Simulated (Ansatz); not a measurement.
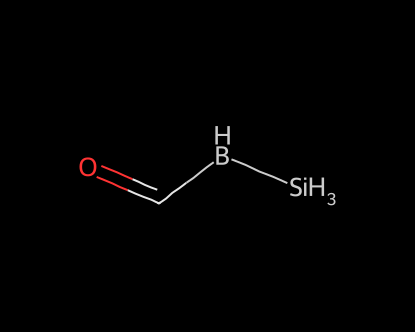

Structural formula above. Computed geometry: PBE-D4/def2-SVP optimisation. No frequency run is at hand to confirm it as a minimum.

What does the molecule look like in three dimensions?

Formula CH₅BOSi. Its SMILES string is `O=CB[SiH3]`. It has no ring. Among its groups: Si–H bond, B–H bond. This geometry has C1 symmetry. Coordination, clear cases only: 1 B trigonal planar; 1 Si tetrahedral.

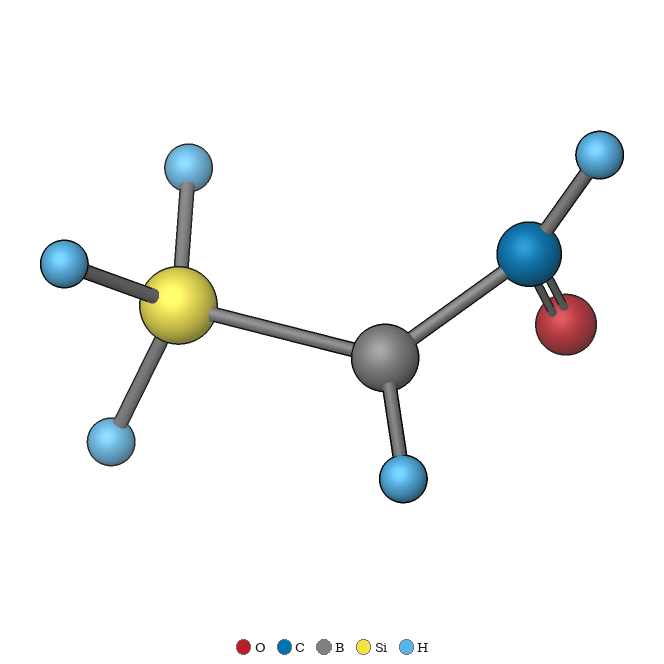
